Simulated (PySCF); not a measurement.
## Electronic structure of Cl$_{3}$H$_{2}$NTi (SMILES [NH2][Ti]([Cl])([Cl])[Cl]) in real space

Input

```
{"job": {"kind": "uv", "xc": "CAM-B3LYP", "basis": "def2-SVPD", "ip": false, "nstates": 15}, "charge": 0, "multiplicity": 1}
Ti     0.025796     0.029847    -0.669289
N      0.009059    -0.047607     1.149601
H      0.763107    -0.440260     1.710639
H     -0.769117     0.264281     1.728031
Cl     2.113874     0.026184    -1.273322
Cl    -1.086005     1.812337    -1.246036
Cl    -0.964854    -1.746792    -1.468183
```

Run with:

```sh
OMP_NUM_THREADS=1 python probes_run.py task.json out
```

Geometry: PBE0-D3(BJ)/def2-SVP.

Method: CAM-B3LYP/def2-SVPD, SCF density, gas phase in PySCF 2.14.0.

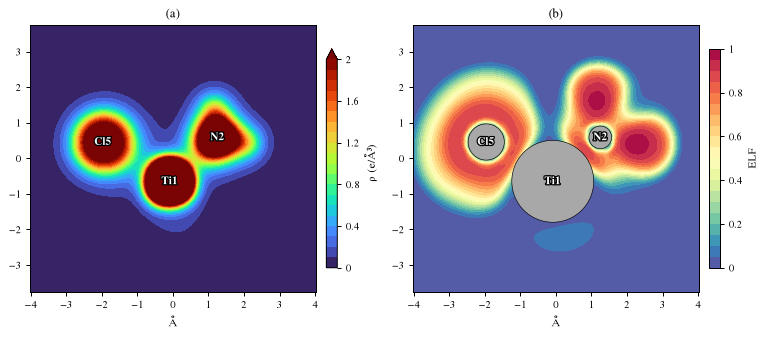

Figure 1. (a) total electron density; (b) electron localisation function on the plane of atoms N2, Ti1 and Cl5. Grey discs cover the atomic cores in the ELF map.

### Interpret the plot.

- The section cuts through Ti, N and Cl sites.
- Ti–N (1.82 Å): the density is about 1.1 e/Å³ at the midpoint; the ELF peaks at about 0.90 in the valence shell of N, 0.6 Å from its nucleus, and is about 0.35 at the midpoint.
- Ti–Cl (2.17 Å): ρ at the midpoint is about 0.69 e/Å³; the ELF peaks at about 0.85 in the valence shell of Cl, 0.8 Å from its nucleus, and is about 0.40 at the midpoint.

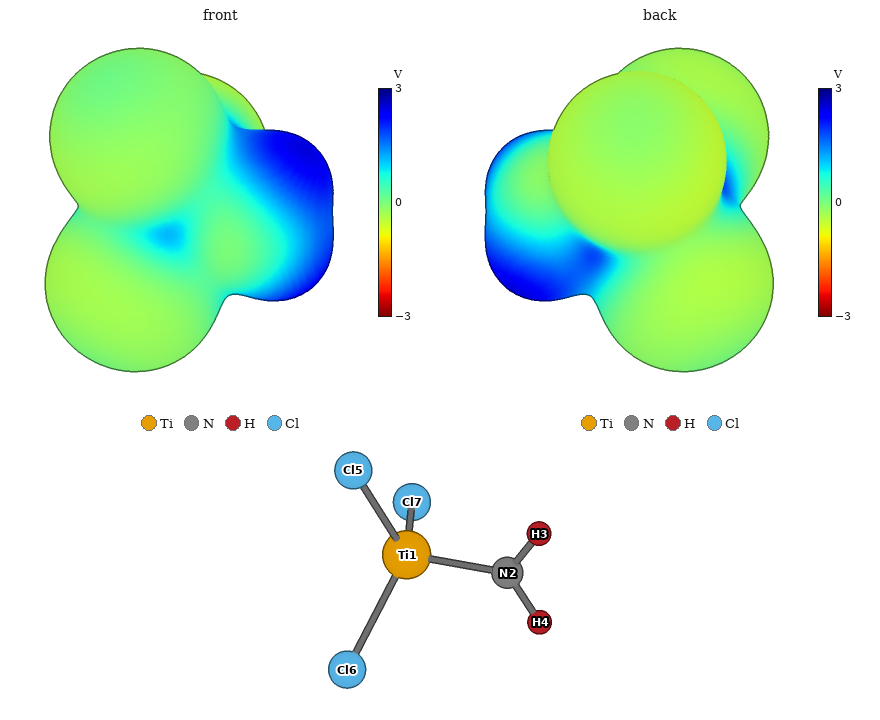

Figure 2. The electrostatic potential painted on the density surface at 0.002 e/bohr³, seen from the front and from behind; the colour scale runs from red (negative) to blue (positive). The bare structure is drawn below in the same view.

### Where is the surface potential most negative and most positive?

The most negative region (about −0.5 V, or −12 kcal/mol for a unit charge) lies over Cl7, the most positive (about +2.4 V, or +55 kcal/mol for a unit charge) over H3 and H4.

### What dipole moment does the calculation give?

Its dipole moment is 3.20 D.
